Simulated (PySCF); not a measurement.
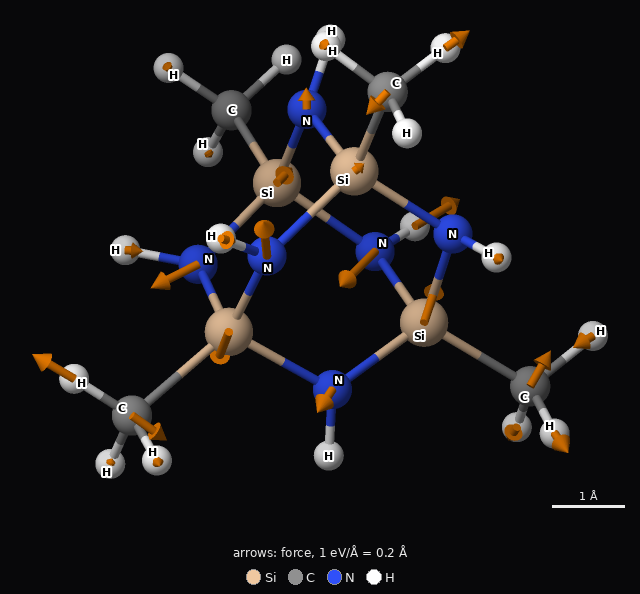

Starting geometry of C₄H₁₈N₆Si₄ with the computed forces as orange arrows. The picture is a ball-and-stick view, seen at a tilt.

The start comes from GFN2-xTB. Its atoms were then displaced at random by about 0.03 Å.

Computed with PySCF, PBE0-D3(BJ)/def2-SVP geometry optimisation, gas phase. 

### Is this structure relaxed? If not, where do the atoms go?

It isn't relaxed: the largest force vector, on an N atom, is 5.69 eV/Å. The final displacements have little in common with the starting forces (cosine between the two patterns 0.29). The atom that moves furthest after the best rigid fit is an H atom (0.37 Å). Largest moves by element: H 0.37 Å, N 0.13 Å, Si 0.12 Å, C 0.08 Å. Some distances before and after: N–Si 1.615 → 1.757 Å, N–Si 1.657 → 1.755 Å, N–Si 1.838 → 1.752 Å, H–N 0.933 → 1.018 Å. Bond angles that change, for instance: Si–N–H 121.0° → 110.6°, C–Si–N 119.2° → 111.6°, Si–N–H 121.8° → 114.3°. The energy falls by 164.9 kJ/mol in 11 geometry steps. The run took 8.2 min on 2 threads of Intel(R) Xeon(R) 6975P-C (shared host).
